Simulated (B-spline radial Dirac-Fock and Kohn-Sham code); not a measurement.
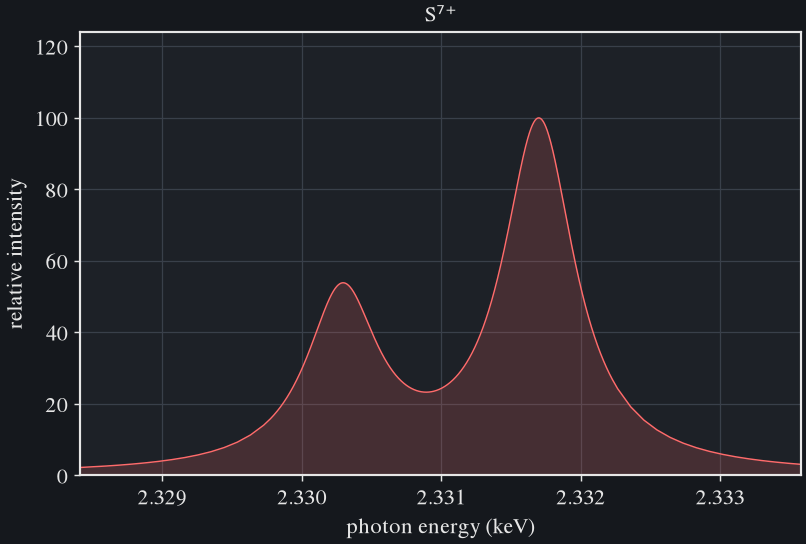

X-ray emission lines that fill a K (1s) hole, broadened by a Lorentzian of 0.63 eV full width. Multiplet splitting by the open shell is left out. The figure is for S⁷⁺ ([He] 2s2 2p5). Level of theory: independent-particle rates on relativistic LDA orbitals of the hole state (multipoles to L = 3), energies from Dirac–Fock ΔSCF; calculated with a B-spline radial code.

Summarise the result.

The strongest line is K-L3 (Kα1) at 2.3317 keV with 66.5 % of the photons, then K-L2 (Kα2) at 2.3303 keV (34 %). The hole has a width of 0.418 eV and a fluorescence yield of 0.0901.
